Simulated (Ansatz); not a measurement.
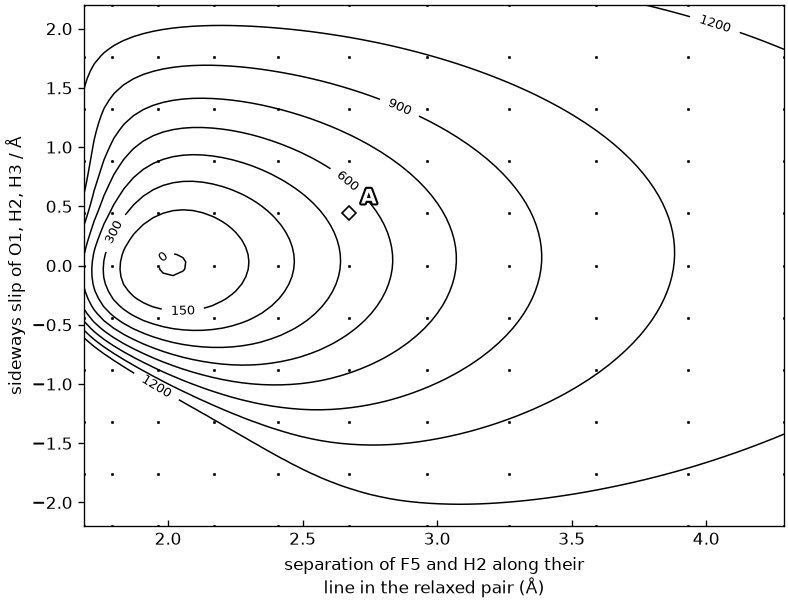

The pair H₂O···CH₃F. The first coordinate is: separation of F5 and H2 along their line in the relaxed pair; the second: sideways slip of O1, H2, H3. Nothing is relaxed (both partners rigid). Grid: 11 × 11 points. Points are written as (first, second). Energies are in cm⁻¹, from the lowest grid point. All numbers below come from RKS PBE0-D4/def2-TZVPD in Ansatz 0.2.0.

The picture shows contour lines labelled in cm⁻¹ (none above 1200), dots at the grid points, the point A. Between grid points the surface is interpolated.

Is A at rest? If not, where is it pushed?

A, at (2.674 Å, 0.44 Å), is not a stationary point. The computed force is 730 cm⁻¹ for each Å towards smaller values of the first coordinate and 230 cm⁻¹ for each Å towards smaller values of sideways slip of O1, H2, H3.
